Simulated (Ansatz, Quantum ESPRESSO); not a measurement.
# Ni: work function by face, part 4 of 7

Wanted: work functions of Ni face by face, under two functionals.

Quantum ESPRESSO 7.5; plane-wave DFT, PBE, GBRV ultrasoft pseudopotentials; geometry and cross-check by Ansatz 0.2.0 with PAW datasets.

So far. Step 6 (Potential by pp.x of (111)): On (111) the work function under PBEsol lies +0.13 eV from PBE's. Step 7 (Relaxation with Ansatz of (100)): The relaxation lowers the energy by 4 meV an atom. Held were the atoms numbered 3; the forces quoted are those on the free ones.

## 8. Self-consistent run of (100), PBE

Level of this step: plane-wave DFT, PBE, GBRV ultrasoft pseudopotentials (Quantum ESPRESSO 7.5).

File 100.pbe.in:

```
&control
  prefix = '100.pbe'
  outdir = './out'
  pseudo_dir = './pseudo'
  calculation = 'scf'
  tprnfor = .true.
/
&system
  ibrav = 0
  nat = 5
  ntyp = 1
  ecutwfc = 40
  ecutrho = 200
  occupations = 'smearing'
  smearing = 'mv'
  degauss = 0.02
  nspin = 2
  starting_magnetization(1) = 0.12
/
&electrons
  conv_thr = 1e-07
  mixing_beta = 0.4
  electron_maxstep = 120
  mixing_mode = 'local-TF'
/
ATOMIC_SPECIES
  Ni  58.6934  ni_pbe_v1.4.uspp.F.UPF
CELL_PARAMETERS angstrom
  2.48901586980000 0.00000000000000 0.00000000000000
  0.00000000000000 2.48901586980000 0.00000000000000
  0.00000000000000 0.00000000000000 23.04000000000000
ATOMIC_POSITIONS crystal
  Ni  0.000000000000 0.000000000000 0.349334734192
  Ni  0.500000000000 0.500000000000 0.422987840694
  Ni  0.000000000000 0.000000000000 0.500000000000
  Ni  0.500000000000 0.500000000000 0.577012062253
  Ni  0.000000000000 0.000000000000 0.650665090509
K_POINTS automatic
  12 12 1 0 0 0
```

Run with:

```console
$ OMP_NUM_THREADS=1 mpirun -n 8 pw.x -nk 8 -in 100.pbe.in > 100.pbe.out
```

What it wrote:

```text
[banner, memory and clock lines left out]
Program PWSCF v.7.5 starts
[citation notice left out]

[...]
Message from routine setup:
[...]
bravais-lattice index     =            0
     lattice parameter (alat)  =       4.7036  a.u.
     unit-cell volume          =     963.2398 (a.u.)^3
     number of atoms/cell      =            5
     number of atomic types    =            1
     number of electrons       =        90.00
     number of Kohn-Sham states=           54
     kinetic-energy cutoff     =      40.0000  Ry
     charge density cutoff     =     200.0000  Ry
     scf convergence threshold =      1.0E-07
     mixing beta               =       0.4000
     number of iterations used =            8  local-TF  mixing
     Exchange-correlation=  SLA  PW   PBX  PBC
                           (   1   4   3   4   0   0   0)

[...]
PseudoPot. # 1 for Ni read from file:
     ./pseudo/ni_pbe_v1.4.uspp.F.UPF
     Pseudo is Ultrasoft + core correction, Zval = 18.0
     Generated by new atomic code, or converted to UPF format
     Using radial grid of  865 points,  6 beta functions with:
                l(1) =   0
                l(2) =   0
                l(3) =   1
                l(4) =   1
                l(5) =   2
                l(6) =   2
     Q(r) pseudized with 10 coefficients,  rinner =    0.980   0.980   0.980
                                                       0.980   0.980

     atomic species   valence    mass     pseudopotential
     Ni               18.00    58.69340     Ni( 1.00)

     Starting magnetic structure
     atomic species   magnetization
     Ni              0.120

     16 Sym. Ops., with inversion, found

[...]
number of k points=    28  Marzari-Vanderbilt smearing, width (Ry)=  0.0200
[...]
Dense  grid:    46047 G-vectors     FFT dimensions: (  24,  24, 200)

     Smooth grid:    32987 G-vectors     FFT dimensions: (  20,  20, 180)

     Check: negative core charge=   -0.000015
     Generating pointlists ...
     new r_m :   0.4052 (alat units)  1.9058 (a.u.) for type    1

     Initial potential from superposition of free atoms

     starting charge      80.0000, renormalised to      90.0000

     negative rho (up, down):  1.336E-03 1.050E-03
     Starting wfcs are   65 randomized atomic wfcs

     per-process dynamical memory:    70.7 Mb

     Self-consistent Calculation

     iteration #  1     ecut=    40.00 Ry     beta= 0.40
     Davidson diagonalization with overlap
     ethr =  1.00E-02,  avg # of iterations = 10.1

     negative rho (up, down):  2.219E-01 2.384E-01

     total energy              =   -1663.62836284 Ry
     estimated scf accuracy    <    1414.71049601 Ry

     total magnetization       =     1.01 Bohr mag/cell
     absolute magnetization    =     1.03 Bohr mag/cell

     iteration #  2     ecut=    40.00 Ry     beta= 0.40
[...]
negative rho (up, down):  1.073E-01 1.157E-01

[...]
total energy              =   -1715.60939327 Ry
     estimated scf accuracy    <      14.31550188 Ry

     total magnetization       =     5.76 Bohr mag/cell
     absolute magnetization    =     6.09 Bohr mag/cell

     iteration #  3     ecut=    40.00 Ry     beta= 0.40
[...]
negative rho (up, down):  2.377E-02 2.605E-02

[...]
total energy              =   -1716.53804314 Ry
     estimated scf accuracy    <       2.21330351 Ry

     total magnetization       =     4.23 Bohr mag/cell
     absolute magnetization    =     4.78 Bohr mag/cell

     iteration #  4     ecut=    40.00 Ry     beta= 0.40
[...]
negative rho (up, down):  1.326E-02 1.464E-02

[...]
total energy              =   -1716.71608874 Ry
     estimated scf accuracy    <       5.53464595 Ry

     total magnetization       =     3.82 Bohr mag/cell
     absolute magnetization    =     4.41 Bohr mag/cell

     iteration #  5     ecut=    40.00 Ry     beta= 0.40
[...]
negative rho (up, down):  8.683E-04 9.844E-04

[...]
total energy              =   -1716.65167963 Ry
     estimated scf accuracy    <       1.90568545 Ry

     total magnetization       =     3.62 Bohr mag/cell
     absolute magnetization    =     4.20 Bohr mag/cell

     iteration #  6     ecut=    40.00 Ry     beta= 0.40
[...]
negative rho (up, down):  2.092E-03 2.051E-03

[...]
total energy              =   -1716.56513814 Ry
     estimated scf accuracy    <       1.19792931 Ry

     total magnetization       =     3.62 Bohr mag/cell
     absolute magnetization    =     4.17 Bohr mag/cell

[...]
iteration # 23     ecut=    40.00 Ry     beta= 0.40
[...]
negative rho (up, down):  2.760E-04 3.402E-04

[...]
total energy              =   -1716.26011690 Ry
     estimated scf accuracy    <       0.00000019 Ry

     total magnetization       =     3.59 Bohr mag/cell
     absolute magnetization    =     4.13 Bohr mag/cell

     iteration # 24     ecut=    40.00 Ry     beta= 0.40
[...]
negative rho (up, down):  2.928E-04 3.604E-04

[...]
total energy              =   -1716.26011658 Ry
     estimated scf accuracy    <       0.00000057 Ry

     total magnetization       =     3.59 Bohr mag/cell
     absolute magnetization    =     4.13 Bohr mag/cell

     iteration # 25     ecut=    40.00 Ry     beta= 0.40
[...]
negative rho (up, down):  2.850E-04 3.546E-04

[...]
total energy              =   -1716.26011706 Ry
     estimated scf accuracy    <       0.00000024 Ry

     total magnetization       =     3.59 Bohr mag/cell
     absolute magnetization    =     4.13 Bohr mag/cell

     iteration # 26     ecut=    40.00 Ry     beta= 0.40
[...]
negative rho (up, down):  2.781E-04 3.485E-04

     Magnetic moment per site  (integrated on atomic sphere of radius R)
     atom   1 (R=0.405)  charge= 16.5263  magn=  0.8141
     atom   2 (R=0.405)  charge= 16.6066  magn=  0.7388
     atom   3 (R=0.405)  charge= 16.5937  magn=  0.7218
     atom   4 (R=0.405)  charge= 16.6066  magn=  0.7388
     atom   5 (R=0.405)  charge= 16.5263  magn=  0.8141

[...]
End of self-consistent calculation

 ------ SPIN UP ------------

          k = 0.0000 0.0000 0.0000 (  4139 PWs)   bands (ev):

  -100.0056-100.0035 -99.9017 -99.6475 -99.6469 -60.4356 -60.3997 -60.3232
   -60.3232 -60.3167 -60.3167 -60.2708 -60.2032 -60.2032 -60.0380 -60.0380
   -60.0374 -60.0374 -59.8973 -59.8966  -4.8723  -3.7085  -1.9752  -0.8342
    -0.7956  -0.3090   0.0070   0.5794   1.0757   1.3005   1.4513   1.4513
     1.7909   1.7909   1.9768   2.2582   2.4221   2.4221   2.4364   2.5076
     2.5663   2.6222   2.9374   2.9663   2.9663   3.1102   3.1852   3.2434
     3.2434   4.4156   5.7368   8.2507   8.7463   9.4489

          k = 0.0000 0.0833 0.0000 (  4135 PWs)   bands (ev):

  -100.0047-100.0027 -99.9010 -99.6468 -99.6462 -60.4334 -60.4003 -60.3303
   -60.3276 -60.3220 -60.3159 -60.2687 -60.2102 -60.2030 -60.0452 -60.0446
   -60.0375 -60.0369 -59.8966 -59.8960  -4.6940  -3.5410  -1.8299  -0.7134
    -0.6952  -0.2517   0.0546   0.6059   1.0820   1.3433   1.4338   1.4753
     1.6363   1.7785   1.9979   2.1471   2.3042   2.3118   2.4459   2.4630
     2.6761   2.7444   2.7978   2.8385   3.0451   3.0557   3.1629   3.1713
     3.2582   4.7845   6.1566   8.4196   8.9295   9.6135

[...]
the Fermi energy is     3.8527 ev

!    total energy              =   -1716.26011732 Ry
     estimated scf accuracy    <          7.1E-09 Ry
     smearing contrib. (-TS)   =       0.00140439 Ry
     internal energy E=F+TS    =   -1716.26152171 Ry

     The total energy is F=E-TS. E is the sum of the following terms:
     one-electron contribution =  -14088.41085935 Ry
     hartree contribution      =    7056.23054040 Ry
     xc contribution           =    -177.68673146 Ry
     ewald contribution        =    5493.60552870 Ry

     total magnetization       =     3.59 Bohr mag/cell
     absolute magnetization    =     4.13 Bohr mag/cell

     convergence has been achieved in  26 iterations

     negative rho (up, down):  2.781E-04 3.485E-04

     Forces acting on atoms (cartesian axes, Ry/au):

     atom    1 type  1   force =     0.00000000    0.00000000    0.00150453
     atom    2 type  1   force =     0.00000000    0.00000000   -0.00078747
     atom    3 type  1   force =     0.00000000    0.00000000    0.00000000
     atom    4 type  1   force =     0.00000000    0.00000000    0.00078747
     atom    5 type  1   force =     0.00000000    0.00000000   -0.00150453

     Total force =     0.002402     Total SCF correction =     0.000290
     SCF correction compared to forces is large: reduce conv_thr to get better values

[...]
```

Run time: 53 s. Hardware: 8 MPI ranks of Arm Neoverse V2, shared host; peak memory 0.98 GiB.

Numbers from this step:

```
free energy            : -23350.9085 eV
Fermi energy           : 3.853 eV
magnetization          : 3.59 μB
absolute magnetization : 4.13 μB
site moments           : 0.8141, 0.7388, 0.7218, 0.7388, 0.8141 μB
```

## 9. Potential by pp.x of (100)

File 100.pbe.pot.in:

```
&inputpp
  prefix = '100.pbe'
  outdir = './out'
  filplot = '100.pbe.pot.dat'
  plot_num = 11
/
```

Run with:

```console
$ OMP_NUM_THREADS=1 mpirun -n 8 pp.x -in 100.pbe.pot.in > 100.pbe.pot.out
```

What it wrote:

```text
[banner, memory and clock lines left out]
Program POST-PROC v.7.5 starts
[citation notice left out]

[...]
./out/100.pbe.save/

[...]
negative rho (up, down):  2.781E-04 3.485E-04

     Calling punch_plot, plot_num =  11
     Writing data to file  100.pbe.pot.dat
     Message from routine chdens:
     namelist plot not found or invalid, exiting
```

Wall time 0.74 s (8 MPI ranks); peak memory 0.1 GiB; 5.1 s of CPU time.

Read from the output:

| Item | Value |
| --- | --- |
| work function of the upper face | 4.902 eV |
| slope of the potential above | 1.66e-4 eV/Å |
| upper vacuum line continued to the top atoms, over the Fermi level | 4.902 eV |
| work function of the lower face | 4.902 eV |
| slope of the potential below | -3.91e-4 eV/Å |
| lower vacuum line continued to the bottom atoms, over the Fermi level | 4.900 eV |

The potential energy, planar mean oscillates, so the rows of the table below give means over windows of 1.73 Å about each position, cut where the curve ends. Its maxima inside the range that stand out by 2 % of the span (Å: eV): 8.9: -2.76, 10.6: -2.10, 12.4: -2.10, 14.2: -2.76. Its minima: 8.1: -21.4, 9.8: -21.4, 11.5: -21.4, 13.2: -21.4, 15.0: -21.4.

Electrostatic potential energy of an electron; zero at the Fermi level. Potential energy, planar mean against z; means over each step:

| z (Å) | potential energy, planar mean (eV) |
| --- | --- |
| 0.86 | 4.90 |
| 2.59 | 4.90 |
| 4.32 | 4.89 |
| 6.05 | 4.40 |
| 7.78 | -9.98 |
| 9.51 | -11.3 |
| 11.24 | -11.0 |
| 12.97 | -11.1 |
| 14.70 | -11.2 |
| 16.43 | 2.80 |
| 18.16 | 4.88 |
| 19.89 | 4.90 |
| 21.62 | 4.90 |

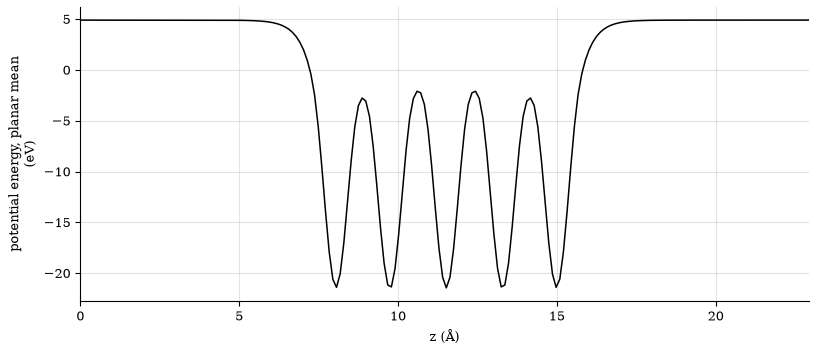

Potential energy, planar mean, plotted against z.

## 10. Self-consistent run of (100), PBEsol

Level of this step: plane-wave DFT, PBEsol, GBRV ultrasoft pseudopotentials (Quantum ESPRESSO 7.5).

100.pbesol.in, as its differences from the input of step 8:

```diff
@@ -1,3 +1,3 @@
 &control
-  prefix = '100.pbe'
+  prefix = '100.pbesol'
   outdir = './out'
@@ -26,3 +26,3 @@
 ATOMIC_SPECIES
-  Ni  58.6934  ni_pbe_v1.4.uspp.F.UPF
+  Ni  58.6934  ni_pbesol_v1.4.uspp.F.UPF
 CELL_PARAMETERS angstrom
```

Run with:

```console
$ OMP_NUM_THREADS=1 mpirun -n 8 pw.x -nk 8 -in 100.pbesol.in > 100.pbesol.out
```

What it wrote:

```text
[banner, memory and clock lines left out]
Program PWSCF v.7.5 starts
[...]
Message from routine setup:
[...]
number of electrons       =        90.00
     number of Kohn-Sham states=           54
     kinetic-energy cutoff     =      40.0000  Ry
     charge density cutoff     =     200.0000  Ry
[...]
number of k points=    28  Marzari-Vanderbilt smearing, width (Ry)=  0.0200
[...]
Dense  grid:    46047 G-vectors     FFT dimensions: (  24,  24, 200)
[...]
negative rho (up, down):  1.333E-03 1.048E-03
     Starting wfcs are   65 randomized atomic wfcs
[...]
negative rho (up, down):  2.214E-01 2.371E-01
[...]
estimated scf accuracy    <    1407.75526024 Ry
     total magnetization       =     1.04 Bohr mag/cell
     absolute magnetization    =     1.06 Bohr mag/cell
[...]
negative rho (up, down):  1.072E-01 1.151E-01
[...]
estimated scf accuracy    <      14.68301033 Ry
     total magnetization       =     5.83 Bohr mag/cell
     absolute magnetization    =     6.15 Bohr mag/cell
[...]
negative rho (up, down):  2.297E-02 2.498E-02
[...]
estimated scf accuracy    <       2.25238471 Ry
     total magnetization       =     4.35 Bohr mag/cell
     absolute magnetization    =     4.89 Bohr mag/cell
[...]
negative rho (up, down):  1.348E-02 1.473E-02
[...]
estimated scf accuracy    <       5.17072034 Ry
     total magnetization       =     3.82 Bohr mag/cell
     absolute magnetization    =     4.39 Bohr mag/cell
[...]
negative rho (up, down):  8.745E-04 9.739E-04
[...]
estimated scf accuracy    <       1.88870665 Ry
     total magnetization       =     3.67 Bohr mag/cell
     absolute magnetization    =     4.22 Bohr mag/cell
[...]
negative rho (up, down):  1.697E-03 1.674E-03
[...]
estimated scf accuracy    <       1.20086615 Ry
     total magnetization       =     3.67 Bohr mag/cell
     absolute magnetization    =     4.20 Bohr mag/cell
[...]
negative rho (up, down):  1.182E-03 1.133E-03
[...]
estimated scf accuracy    <       0.57839964 Ry
     total magnetization       =     3.56 Bohr mag/cell
     absolute magnetization    =     4.05 Bohr mag/cell
[...]
estimated scf accuracy    <       0.75958274 Ry
     total magnetization       =     3.23 Bohr mag/cell
     absolute magnetization    =     3.71 Bohr mag/cell
[...]
negative rho (up, down):  1.544E-05 1.559E-05
[...]
estimated scf accuracy    <       0.35862129 Ry
     total magnetization       =     3.34 Bohr mag/cell
     absolute magnetization    =     3.79 Bohr mag/cell
[...]
negative rho (up, down):  8.366E-02 8.628E-02
[...]
estimated scf accuracy    <       0.37598011 Ry
     total magnetization       =     3.29 Bohr mag/cell
     absolute magnetization    =     3.73 Bohr mag/cell
[...]
negative rho (up, down):  5.924E-02 5.607E-02
[...]
estimated scf accuracy    <       0.51878699 Ry
     total magnetization       =     4.23 Bohr mag/cell
     absolute magnetization    =     4.77 Bohr mag/cell
[...]
negative rho (up, down):  9.971E-02 9.539E-02
[...]
estimated scf accuracy    <       0.22664722 Ry
     total magnetization       =     3.92 Bohr mag/cell
     absolute magnetization    =     4.54 Bohr mag/cell
[...]
negative rho (up, down):  1.402E-02 1.261E-02
[...]
estimated scf accuracy    <       0.25073469 Ry
     total magnetization       =     3.84 Bohr mag/cell
     absolute magnetization    =     4.48 Bohr mag/cell
[...]
negative rho (up, down):  2.352E-02 2.261E-02
[...]
estimated scf accuracy    <       0.09928640 Ry
     total magnetization       =     3.63 Bohr mag/cell
     absolute magnetization    =     4.21 Bohr mag/cell
[...]
negative rho (up, down):  1.893E-02 1.853E-02
[...]
estimated scf accuracy    <       0.04153364 Ry
     total magnetization       =     3.59 Bohr mag/cell
     absolute magnetization    =     4.14 Bohr mag/cell
[...]
negative rho (up, down):  9.356E-03 9.187E-03
[...]
estimated scf accuracy    <       0.01532650 Ry
     total magnetization       =     3.58 Bohr mag/cell
     absolute magnetization    =     4.10 Bohr mag/cell
[...]
negative rho (up, down):  5.388E-03 5.507E-03
[...]
estimated scf accuracy    <       0.00152655 Ry
     total magnetization       =     3.59 Bohr mag/cell
     absolute magnetization    =     4.09 Bohr mag/cell
[...]
negative rho (up, down):  1.644E-03 1.581E-03
[...]
estimated scf accuracy    <       0.00019012 Ry
     total magnetization       =     3.62 Bohr mag/cell
     absolute magnetization    =     4.11 Bohr mag/cell
[...]
negative rho (up, down):  2.043E-03 1.952E-03
[...]
estimated scf accuracy    <       0.00009743 Ry
     total magnetization       =     3.61 Bohr mag/cell
     absolute magnetization    =     4.12 Bohr mag/cell
[...]
negative rho (up, down):  1.053E-03 1.023E-03
[...]
estimated scf accuracy    <       0.00001522 Ry
     total magnetization       =     3.61 Bohr mag/cell
     absolute magnetization    =     4.12 Bohr mag/cell
[...]
negative rho (up, down):  7.009E-04 7.033E-04
[...]
estimated scf accuracy    <       0.00000923 Ry
     total magnetization       =     3.62 Bohr mag/cell
     absolute magnetization    =     4.12 Bohr mag/cell
[...]
negative rho (up, down):  4.060E-04 4.492E-04
[...]
estimated scf accuracy    <       0.00000123 Ry
     total magnetization       =     3.62 Bohr mag/cell
     absolute magnetization    =     4.13 Bohr mag/cell
[...]
negative rho (up, down):  3.186E-04 3.751E-04
[...]
estimated scf accuracy    <       0.00000047 Ry
     total magnetization       =     3.62 Bohr mag/cell
     absolute magnetization    =     4.13 Bohr mag/cell
[...]
negative rho (up, down):  2.891E-04 3.449E-04
[...]
estimated scf accuracy    <       0.00000046 Ry
     total magnetization       =     3.62 Bohr mag/cell
     absolute magnetization    =     4.13 Bohr mag/cell
[...]
negative rho (up, down):  2.803E-04 3.389E-04
[...]
the Fermi energy is     3.7153 ev
!    total energy              =   -1715.27139506 Ry
     estimated scf accuracy    <       0.00000010 Ry
     smearing contrib. (-TS)   =       0.00129687 Ry
     internal energy E=F+TS    =   -1715.27269192 Ry
[...]
one-electron contribution =  -14088.51850171 Ry
     hartree contribution      =    7055.39556878 Ry
     xc contribution           =    -175.75528770 Ry
     ewald contribution        =    5493.60552870 Ry
     total magnetization       =     3.62 Bohr mag/cell
     absolute magnetization    =     4.13 Bohr mag/cell
     convergence has been achieved in  25 iterations
     negative rho (up, down):  2.803E-04 3.389E-04
[...]
Total force =     0.023229     Total SCF correction =     0.003009
[...]
```

Wall time 52 s (8 MPI ranks); peak memory 0.98 GiB.

Read from the output:

```
free energy   : -23337.4562 eV
Fermi energy  : 3.715 eV
magnetization : 3.62 μB
site moments  : 0.817, 0.7409, 0.7245, 0.7409, 0.817 μB
```

## 11. Potential by pp.x of (100)

File 100.pbesol.pot.in:

```
&inputpp
  prefix = '100.pbesol'
  outdir = './out'
  filplot = '100.pbesol.pot.dat'
  plot_num = 11
/
```

Run with:

```console
$ OMP_NUM_THREADS=1 mpirun -n 8 pp.x -in 100.pbesol.pot.in > 100.pbesol.pot.out
```

Wall time 0.74 s (8 MPI ranks); peak memory 0.1 GiB.

This step gave:

- work function of the upper face: 5.011 eV
- slope of the potential above: 1.46e-4 eV/Å
- upper vacuum line continued to the top atoms, over the Fermi level: 5.011 eV
- work function of the lower face: 5.011 eV
- slope of the potential below: -3.77e-4 eV/Å
- lower vacuum line continued to the bottom atoms, over the Fermi level: 5.009 eV

On (100) the work function under PBEsol lies +0.11 eV from PBE's.

[end of part 4 of 7]

[Logs are printed without paths, hosts, clocks, repeated set-up lines and the standing remarks that a program may print on its own settings, such as how far it seeks lower states.]

[Hosts, paths, dates, database ids (printed as entryN), source tags and the programs' standing remarks are cut or masked in the printed files.]

[Maps of the electrostatic potential energy from Ansatz leave out the sawtooth potential of an applied field or a dipole correction, so their vacuum need not be flat; planar profiles and work functions include it.]
